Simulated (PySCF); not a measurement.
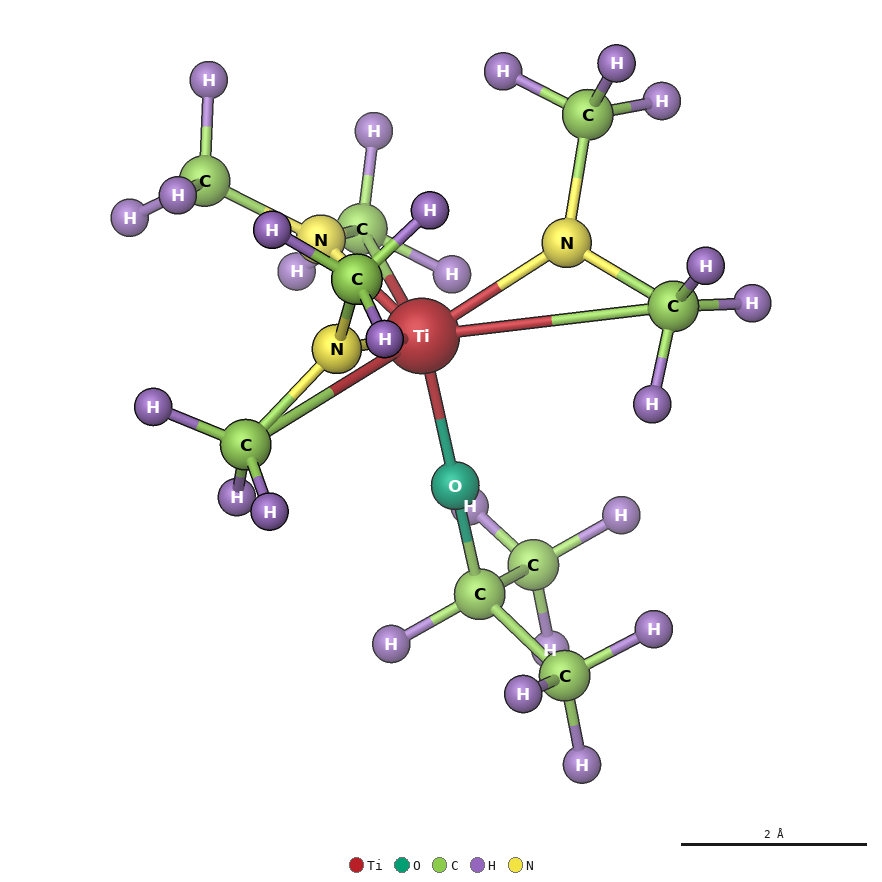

Distant atoms are faded towards the background colour. Charge 0, singlet. Computed geometry: PBE0-D3(BJ)/def2-SVP optimisation. No frequency run is at hand to confirm it as a minimum. Masses are those of the most abundant isotopes; constants are for the rigid equilibrium geometry.

Q: What kind of rotor is it, and what are its rotational constants in cm⁻¹?

A: An asymmetric top (C1): A = 0.0196, B = 0.0142, C = 0.0137 cm⁻¹. Ray's parameter κ is −0.83, nearer the prolate limit.
